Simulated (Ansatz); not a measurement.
# Optical response of Ag2IBr (model structure), part 2 of 3

Wanted: where Ag2IBr (model structure) starts to absorb, how strongly, and its refractive index. The structure is a model built here, which may or may not match a known phase. It was built so: 1 of the 2 Br atoms of the cell replaced by I in the P2_1/m structure of AgBr.

Ansatz 0.2.0; DFT, PBE, plane-wave PAW, default files, scalar-relativistic, independent-particle optical response without local fields.

So far: The structure; Relaxation. The relaxed cell has a, b, c = 4.279, 5.937, 4.277 Å (conventional setting).

### 3. Ground state and bands

First the ground state: is it a metal or has it a gap?

This step: DFT, PBE, plane-wave PAW, default files, scalar-relativistic, ground state (Ansatz 0.2.0).

File input.yaml:

```yaml
crystal:
  lattice:
    - [4.2764558239, 0.0, 0.0433805335]
    - [0.0, 4.2789642633, 0.0]
    - [-0.0601873055, 0.0, 5.9367543962]
  atoms:
    - { symbol: I, position: [0.7489915793, 0.75, 0.2500052593] }
    - { symbol: Ag, position: [0.2491011036, 0.25, 0.2499978323] }
    - { symbol: Ag, position: [0.752160786, 0.75, 0.7500008509] }
    - { symbol: Br, position: [0.2497465311, 0.25, 0.7499960576] }
kpoints:
  mp_grid: { grid: [5, 5, 4] }
  band_path:
    path:
      - [[0.0, 0.0, 0.0], [0.5, 0.0, 0.0], [0.5, -0.5, 0.0], [0.0, -0.5, 0.0], [0.0, 0.0, 0.0], [0.0, 0.0, -0.5], [0.5, 0.0, -0.5], [0.5, -0.5, -0.5], [0.0, -0.5, -0.5], [0.0, 0.0, -0.5]]
      - [[0.0, -0.5, 0.0], [0.0, -0.5, -0.5]]
      - [[0.5, 0.0, -0.5], [0.5, 0.0, 0.0]]
      - [[0.5, -0.5, 0.0], [0.5, -0.5, -0.5]]
    npoints: 5
scf:
  occupations: { method: fermi_dirac, width: 0.05 }
  n_extra_bands: 8
hamiltonian:
  xc: pbe
  pseudopotentials: { kind: paw }
output:
  forces: true
  stress: true
  populations: true
  write_bands: true
  write_density: true
  write_potential: true
  elf: true
  volumetric_format: npy
```

Launch:

```console
$ ansatz run input.yaml --threads 4 --pin off --max-ram 8192MiB --backend cpu --events-out ev --progress --plain --runs-dir out
```

Numbers of over 12 decimals in the logs are rounded to 6 here.

What it wrote:

```text
Warning: 2 symmetry operations that the atoms keep within the bar at which the run's group was sought (crystal.symmetry.tolerance 1.0e-5, or twice it) were not taken beside the 2 unitary ones that the detection took (of a slab, those that keep its plane). If the more symmetric cell is meant, write the vectors of crystal.lattice to more decimals, or, with the positions in fractional coordinates, give it by lengths and [...]
[...]
Crystal: 4 atoms, lattice volume = 108.647 Å³
Basis set: ecut = 420 eV, 2119 PW (Γ), exchange–correlation on 60×60×80 points (8 copies of the dense FFT grid, shifted against one another)
Bands: 39, of which v1, the nominal top of the filled ones, is band 31 counted from 1 (30 counted from 0)
Symmetry: 2 space group operations
[...]
k-points: 33 of 100 (time reversal used)
[...]
SCF iter   1: F=—  HF=-25478.166590 eV  |F-HF|=—  |Δ(HF+E_count)|=         —  Δρ=6.04e-4  dr2=5.13e-4  ethr=1.77e-3  ⟨swp⟩=7.7  Hψ=5771  notcnv=0  defer=15
[...]
SCF iter   6: F=-25478.167414 eV  HF=-25478.167414 eV  |F-HF|=5.45e-9  |Δ(HF+E_count)|=   4.83e-7  Δρ=6.18e-6  dr2=4.60e-8  ethr=1.61e-10  ⟨swp⟩=13.5  Hψ=10832  notcnv=0
SCF 1 converged in 6 iterations: F = -25478.167414 eV  dr2 = 4.60e-8
[...]
NSCF: frozen V_eff on 64 k-points
SCF converged after 6 iterations
Free energy (F): -25478.167414 eV
[...]
Internal energy: -25478.167385 eV  (E = F + TS)
E sigma→0 (E₀):  -25478.167400 eV
Entropy (-TS):   -0.000029 eV (-0.007 meV/atom)
Fermi energy:    8.621310 eV
[...]
--- Forces (eV/Å), atoms counted from 1 ---
  atom   1  I      0.00043441     0.00000000    -0.00011018
  atom   2  Ag     0.00052504     0.00000000    -0.00000764
  atom   3  Ag    -0.00105491     0.00000000     0.00003941
  atom   4  Br     0.00009495     0.00000000     0.00007867
  max |Σ_I F_I| component: 5.14e-7 eV/Å
--- Stress (GPa, compression-positive) ---
        0.005336       0.000000      -0.000019
        0.000000      -0.004250      -0.000000
       -0.000019      -0.000000       0.002306
  P = ⅓ Tr σ = 0.0011 GPa (0.011 kbar)
--- Band table (eV; the first three rows and the last of 33) ---
  k-point 0: bands = [... 27 lower, 5.6783, 6.5641, 6.6670, 6.6699, 8.9416, 9.3430, 14.3233, 17.0900, ... 4 higher]
  k-point 1: bands = [... 27 lower, 6.1217, 6.5014, 6.6736, 6.6768, 9.9031, 10.2076, 14.4774, 15.8984, ... 4 higher]
  k-point 2: bands = [... 27 lower, 6.3972, 6.4795, 6.6319, 6.6350, 11.0009, 11.6068, 14.3074, 14.5512, ... 4 higher]
  k-point 32: bands = [... 27 lower, 5.9879, 6.0363, 6.6335, 6.8397, 10.1942, 10.8101, 14.3223, 14.6172, ... 4 higher]
--- Löwdin populations: 4 sites ---
  site symbol       q [e]
     0      I     17.3071
     1     Ag     18.5248
     2     Ag     18.5064
     3     Br      7.4742
  spilling = 0.003026 (of n_electrons = 62.000000)
```

Wall time 6.1 s (4 threads of Arm Neoverse V2, shared host); peak memory 0.51 GiB.

Numbers from this step:

```
free energy                  : -25478.1674 eV
Fermi energy                 : 8.621 eV
gap by band count            : 0.7451 eV
electrons                    : 62
symmetry operations          : 2
pressure                     : 0.001131 GPa
volume                       : 108.6 Å³
gap on the path              : 0.5675 eV
least direct gap on the path : 2.272 eV
```

There is a gap, 0.57 eV on the path, so no carriers' term is needed. The cell is left with a pressure of 0.0 GPa after its relaxation.

Electronic bands along the path, in eV, zero at the Fermi level; v1 is the highest filled band, c1 the lowest empty one:

```tsv
point	v4	v3	v2	v1	c1	c2	c3	c4
Γ	-2.94	-2.06	-1.95	-1.95	0.32	0.72	5.70	8.47
X	-2.48	-2.36	-0.97	-0.40	3.50	4.27	4.29	4.64
S	-2.91	-2.89	-2.86	-2.85	0.41	0.97	5.86	5.87
Y	-2.48	-2.36	-0.97	-0.40	3.50	4.27	4.29	4.64
Γ	-2.94	-2.06	-1.95	-1.95	0.32	0.72	5.70	8.47
Z	-2.22	-2.14	-1.99	-1.99	2.38	2.98	5.69	5.93
U	-0.88	-0.63	-0.39	-0.25	2.79	3.46	5.27	5.35
R	-2.75	-2.75	-2.33	-1.95	2.41	3.61	5.96	6.12
T	-0.88	-0.63	-0.39	-0.25	2.79	3.46	5.27	5.34
Z	-2.22	-2.14	-1.99	-1.99	2.38	2.98	5.69	5.93
jump to Y	-2.48	-2.36	-0.97	-0.40	3.50	4.27	4.29	4.64
T	-0.88	-0.63	-0.39	-0.25	2.79	3.46	5.27	5.34
jump to U	-0.88	-0.63	-0.39	-0.25	2.79	3.46	5.27	5.35
X	-2.48	-2.36	-0.97	-0.40	3.50	4.27	4.29	4.64
jump to S	-2.91	-2.89	-2.86	-2.85	0.41	0.97	5.86	5.87
R	-2.75	-2.75	-2.33	-1.95	2.41	3.61	5.96	6.12
```

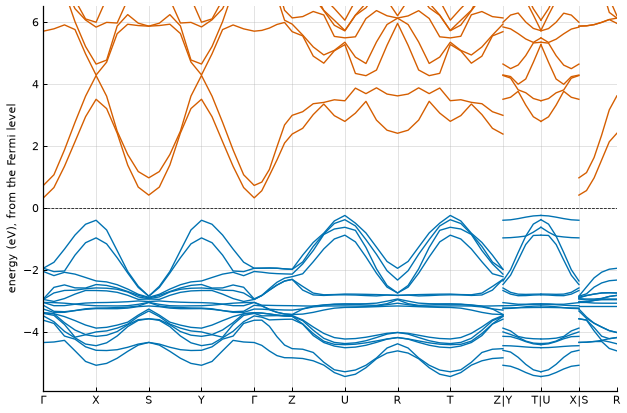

Electronic bands along the path; lines of filled and empty bands in two colours.

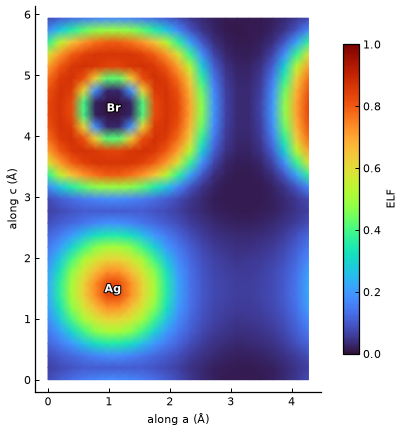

ELF in the ac plane at fractional y = 0.250, with atoms of Ag and Br within 0.2 Å of it. It is the smooth field of the valence electrons, not physical close to the nuclei.

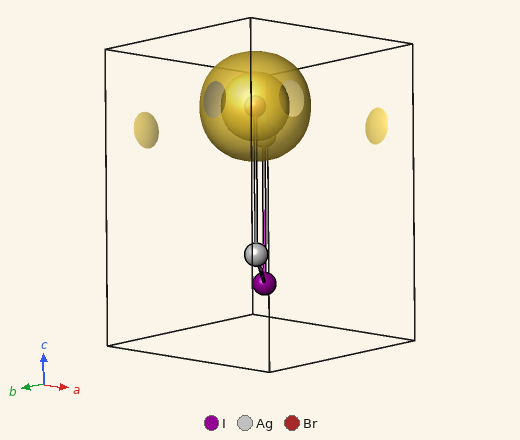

Surface of ELF = 0.8.

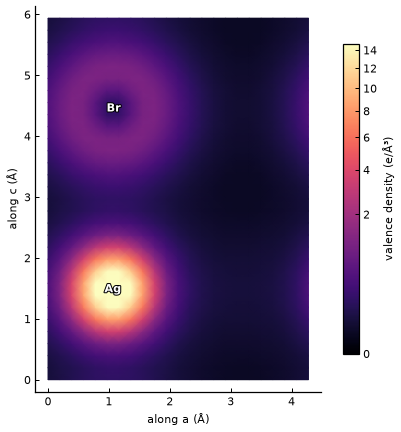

Valence density in the ac plane at fractional y = 0.250, with atoms of Ag and Br within 0.2 Å of it. It is the smooth field of the valence electrons, not physical close to the nuclei. The colour scale is stretched toward low values.

### 4. Spectrum

With the density converged, the vertical transitions are summed over the zone.

This step: DFT, PBE, plane-wave PAW, default files, scalar-relativistic, independent-particle optical response without local fields (Ansatz 0.2.0).

input.yaml, the sections that differ from step 3:

```yaml
kpoints:
  mp_grid: { grid: [5, 5, 4] }
scf:
  occupations: { method: fixed }
output:
  optics:
    e_range: [0, 22]
    de: 0.05
    sigma: 0.1
    nscf_kmesh: { grid: [8, 8, 6] }
    bands: { spectra_wanted_up_to: 22 }
# crystal, hamiltonian: as in step 3
```

What it wrote:

```text
[...]
Crystal: 4 atoms, lattice volume = 108.647 Å³
Basis set: ecut = 420 eV, 2119 PW (Γ)
Bands: 38, of which v1, the nominal top of the filled ones, is band 31 counted from 1 (30 counted from 0)
Symmetry: 2 space group operations
[...]
k-points: 33 of 100 (time reversal used)
[...]
SCF iter   1: F=—  HF=-25478.166551 eV  |F-HF|=—  |Δ(HF+E_count)|=         —  Δρ=6.05e-4  dr2=5.20e-4  ethr=1.77e-3  ⟨swp⟩=5.2  Hψ=4197  notcnv=0  defer=165
[...]
SCF iter  10: F=-25478.167464 eV  HF=-25478.167464 eV  |F-HF|=7.28e-12  |Δ(HF+E_count)|=  8.73e-11  Δρ=7.98e-8  dr2=8.62e-12  ethr=1.00e-12  ⟨swp⟩=9.9  Hψ=6425  notcnv=0
SCF 1 converged in 10 iterations: F = -25478.167464 eV  dr2 = 8.62e-12
[...]
output.optics: what the bands over the 91 summed would add to eps1, eps2 and the energy-loss function is held between a lower and an upper bound (7 Lanczos steps). eps1, eps2 and their loss function (loss_summed_bands) are given on every row as the summed bands alone make them. Along an axis, on a row where the two bounds hold the loss function to about 1 % of the greater of itself and 0.5 % of |1/eps|, its cell (loss_completed) is given, with the completed eps1 and eps2 that it is formed of (a cell that is left empty reads nan in the table and null in the record). The two bounds hold it so along every axis on all 441 rows up to 22.000 eV. [rest of the remark cut]
SCF converged after 10 iterations
Free energy (F): -25478.167464 eV
[...]
Internal energy: -25478.167464 eV  (E = F + TS)
E sigma→0 (E₀):  -25478.167464 eV
Fermi energy:    8.196589 eV
[...]
--- Band table (eV; the first three rows and the last of 33) ---
  k-point 0: bands = [... 27 lower, 5.6783, 6.5642, 6.6671, 6.6700, 8.9417, 9.3430, 14.3232, 17.0899, ... 3 higher]
  k-point 1: bands = [... 27 lower, 6.1217, 6.5013, 6.6736, 6.6768, 9.9031, 10.2076, 14.4773, 15.8984, ... 3 higher]
  k-point 2: bands = [... 27 lower, 6.3973, 6.4794, 6.6319, 6.6350, 11.0010, 11.6068, 14.3074, 14.5511, ... 3 higher]
  k-point 32: bands = [... 27 lower, 5.9879, 6.0363, 6.6335, 6.8398, 10.1942, 10.8101, 14.3222, 14.6171, ... 3 higher]
```

The job ended after 3.2 min (4 threads; peak memory 3.1 GiB; 13 min of CPU time).

This step gave:

```
electronic dielectric constant ε∞, mean over x, y and z (by symmetry where fewer were run)                                                          : 6.952
absorption onset, first axis (α over 10⁴ cm⁻¹, or the direct gap if that lies higher)                                                               : 2.279 eV
main peak of Im epsilon, first axis                                                                                                                 : 4.102 eV
photocurrent from vertical transitions in a film 500 nm thick on a perfect mirror (two passes), AM1.5G, no front reflection, all carriers collected : 8.934 mA/cm²
least direct gap on the mesh                                                                                                                        : 2.272 eV
bands summed                                                                                                                                        : 91
spectra valid up to                                                                                                                                 : 32.21 eV
program's estimate of the k-sum error in Im epsilon                                                                                                 : 0.05 %
electrons in the f-sum                                                                                                                              : 39.36
```

The Im ε has structure finer than the step of the table below, so its rows give means over 2 eV, whole bins alone (the curve runs from 0 to 22 eV). Peaks (eV: height): E ∥ x or y 4.1: 17.0; E ∥ z 4.0: 17.3.

Table of Im ε by photon energy; means over each step:

```tsv
photon energy (eV)	E ∥ x or y	E ∥ z
2	0.407	0.479
4	9.47	9.86
6	4.47	4.33
8	4.21	4.54
10	3.09	2.95
12	1.29	1.27
14	1.02	0.990
16	1.03	1.01
18	0.881	0.838
20	0.583	0.606
```

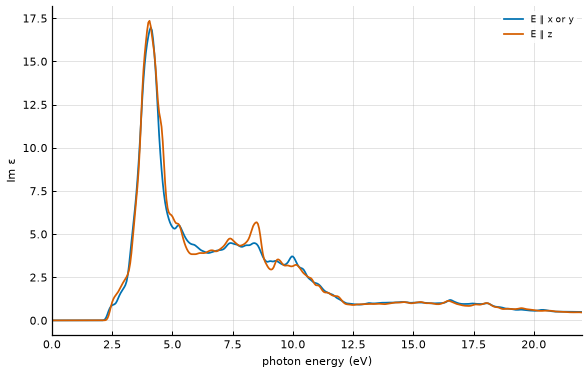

Im ε against photon energy.

Table of Re ε by photon energy:

```tsv
photon energy (eV)	E ∥ x or y	E ∥ z
0	6.91	7.04
1	7.19	7.33
2	8.44	8.61
3	11.7	11.6
4	7.86	8.03
5	0.223	-0.465
6	0.971	1.19
7	1.54	1.78
8	0.887	1.19
9	0.0425	-0.647
10	-0.416	-0.434
11	-0.894	-0.946
12	-0.551	-0.690
13	0.201	0.115
14	0.384	0.405
15	0.457	0.459
16	0.517	0.469
17	0.397	0.354
18	0.381	0.415
19	0.351	0.413
20	0.495	0.428
21	0.543	0.518
22	0.625	0.613
```

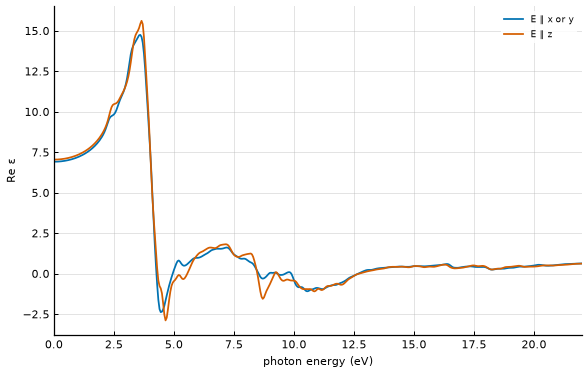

Re ε against photon energy.

Table of refractive index n and extinction k by photon energy:

```tsv
photon energy (eV)	n, E ∥ x or y	k, E ∥ x or y	n, E ∥ z	k, E ∥ z
0	2.63	0	2.65	0
2	2.91	0	2.93	0
4	3.61	2.28	3.68	2.34
6	1.64	1.31	1.61	1.19
8	1.63	1.33	1.70	1.31
10	1.29	1.44	1.17	1.34
12	0.606	0.958	0.591	1.02
14	0.862	0.599	0.857	0.575
16	0.905	0.550	0.871	0.538
18	0.848	0.581	0.866	0.578
20	0.787	0.353	0.763	0.392
22	0.842	0.289	0.830	0.276
```

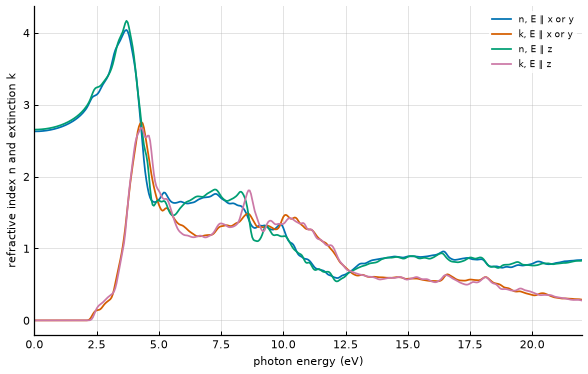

Refractive index n and extinction k, plotted against photon energy.

The reflectivity at normal incidence has structure finer than the step of the table below, so its rows give means over 1 eV, whole bins alone (the curve runs from 0 to 22 eV). Peaks (eV: height): E ∥ x or y 4.3: 49.6, 10.6: 34.5; E ∥ z 4.7: 48.6, 8.7: 38.9, 11.2: 35.7.

Reflectivity at normal incidence against photon energy; means over each step:

```tsv
photon energy (eV)	E ∥ x or y (%)	E ∥ z (%)
1	20.9	21.3
2	24.1	24.6
3	31.3	31.4
4	45.0	44.9
5	34.4	38.2
6	24.4	23.1
7	22.3	22.5
8	25.5	26.2
9	26.8	31.0
10	28.8	29.6
11	33.5	33.9
12	28.9	30.2
13	14.0	15.0
14	9.88	9.87
15	9.16	9.36
16	8.09	8.56
17	9.41	9.16
18	9.92	9.29
19	8.26	7.35
20	5.48	6.20
21	4.31	4.51
```

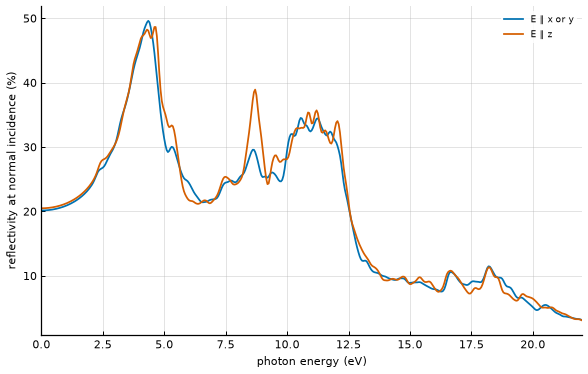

Reflectivity at normal incidence against photon energy.

Values under 1 per cm are given as 1. The absorption coefficient by photon energy:

```tsv
photon energy (eV)	E ∥ x or y (1/cm)	E ∥ z (1/cm)
0.00	1	1
2.00	1	1
4.00	9.2e5	9.5e5
6.00	8.0e5	7.2e5
8.00	1.1e6	1.1e6
10.00	1.5e6	1.4e6
12.00	1.2e6	1.2e6
14.00	8.5e5	8.2e5
16.00	8.9e5	8.7e5
18.00	1.1e6	1.1e6
20.00	7.2e5	7.9e5
22.00	6.4e5	6.2e5
```

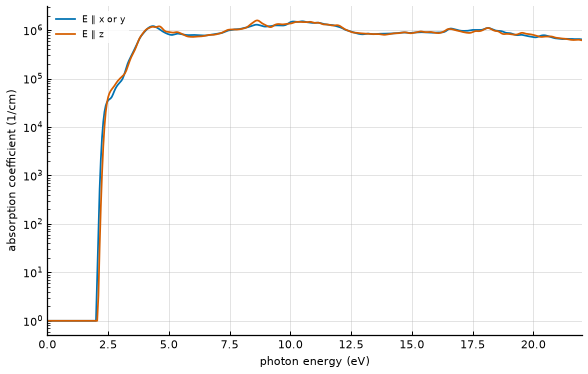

Absorption coefficient against photon energy.

At chosen wavelengths:

```tsv
wavelength (nm)	n xy	k xy	R (%) xy	1/α xy	n z	k z	R (%) z	1/α z
1550	2.66	0.000	20.6	over 1 mm	2.69	0.000	20.9	over 1 mm
800	2.77	0.000	22.1	over 1 mm	2.80	0.000	22.4	over 1 mm
633	2.89	0.000	23.6	over 1 mm	2.92	0.000	24.0	over 1 mm
532	3.10	0.074	26.3	569 nm	3.15	0.033	26.9	1.3 µm
405	3.50	0.299	31.2	108 nm	3.47	0.350	31.0	92 nm
365	3.86	0.754	36.1	39 nm	3.90	0.690	36.3	42 nm
193	1.65	1.191	21.8	13 nm	1.71	1.157	21.2	13 nm
```

Rows near the edge hang on the gap, which this functional as a rule makes too small, and phonon-assisted absorption is left out.

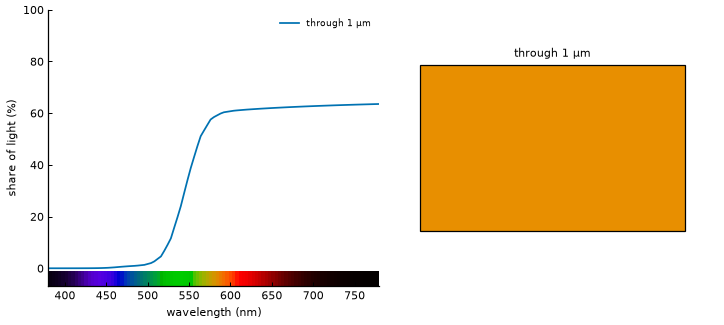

Light through 1 µm across the visible range, with the colour that it makes of daylight (sRGB).

Through 1 µm of it, D65 light comes out yellow (x = 0.533, y = 0.459; 36 % transmitted). A larger true gap would move the edge to shorter wavelengths and change the colour.

The f-sum over the summed bands holds 39.4 of the cell's 62 electrons outside the frozen cores, 30 of which lie in bands more than 12 eV below the Fermi level, whose transitions come at higher energies. Up to 22 eV the strength has a mean oscillator energy of 6.9 eV, well above the main peak, so higher transitions carry much of it.

(Continued in part 3 of 3.)

[Logs are printed without paths, hosts, clocks, repeated set-up lines and the standing remarks that a program may print on its own settings, such as how far it seeks lower states.]

[Hosts, paths, dates, database ids (printed as entryN), source tags and the programs' standing remarks are cut or masked in the printed files.]
